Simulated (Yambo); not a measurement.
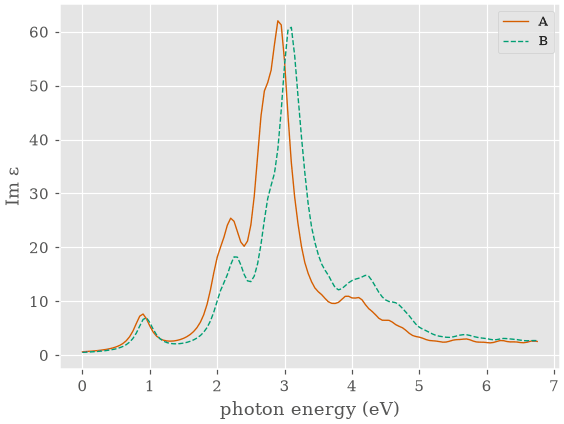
Figure. Two computed absorption spectra of PbSe (rock salt, space group Fm-3m, No. 225) (Yambo, PBE bands with the same scissor, field along x)

Problem. Which curve includes the electron-hole attraction (BSE)?

Solution. Curve A: the attraction moves weight to lower energy (centre of the plotted range 3.0 eV against 3.3 eV). Settings: 8×8×8 mesh, 3 valence and 3 conduction bands, static screening with 36 bands and a 4 Ry block, scissor 0.55 eV, Tamm-Dancoff. The scissor comes from a G0W0 run whose convergence isn't established. Broadening 0.15 eV. The band window holds all transitions up to 6.8 eV. On this mesh the peak heights and the fine structure are mesh artefacts; only the shift of weight is robust.

The standard potentials for Pb, Se keep a d shell in the valence without the s and p states of that shell. In tests on such compounds this moved G0W0 gaps by up to about 0.9 eV, so absolute quasiparticle energies here are unreliable; differences between settings are what counts.

Spin-orbit coupling is not included.

Geometry of the Materials Project entry, not relaxed at this level; primitive cell a = b = c = 4.3711 Å, α = β = γ = 60.00°.
